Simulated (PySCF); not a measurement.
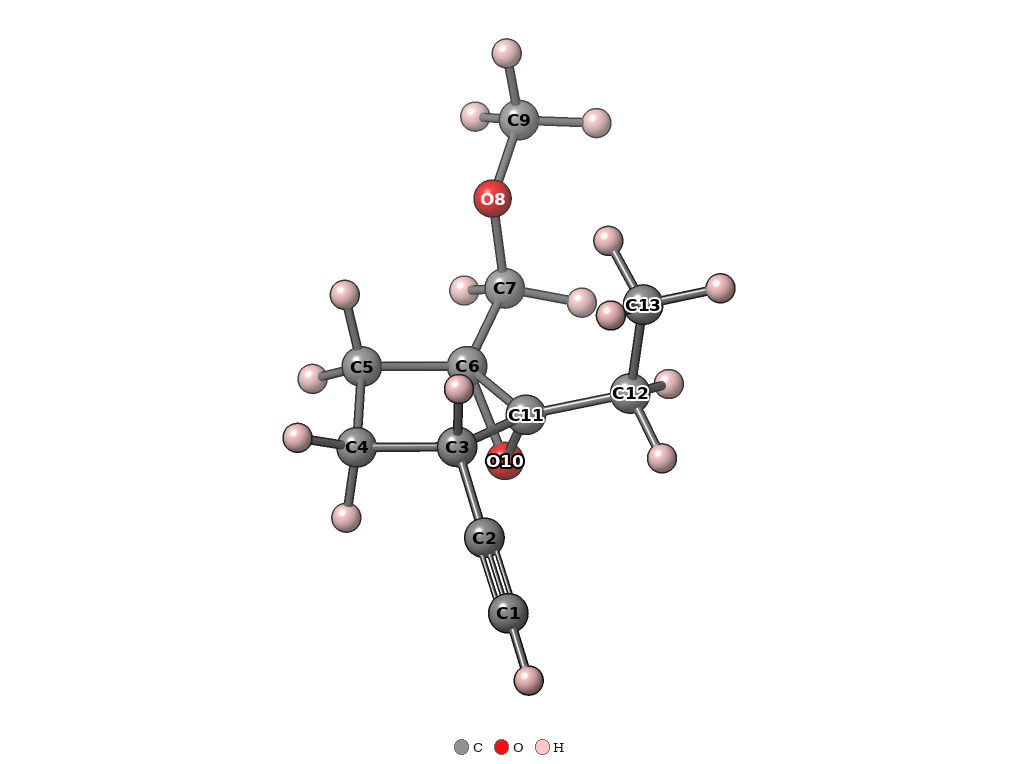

Distant atoms are faded towards the background colour. The computed structure is the end point of a PBE0-D3(BJ)/def2-SVP optimisation. No frequency run is at hand to confirm it as a minimum.

> How is the 5-membered ring C3–C4–C5–C6–C11 puckered?

It is an envelope, with C4 as the flap. The Cremer–Pople amplitude Q is 0.32 Å.

> Give the torsion angles round the ring, beginning with the bond from its second to its third atom.

31°, −19°, 0°, 20°, −32°.
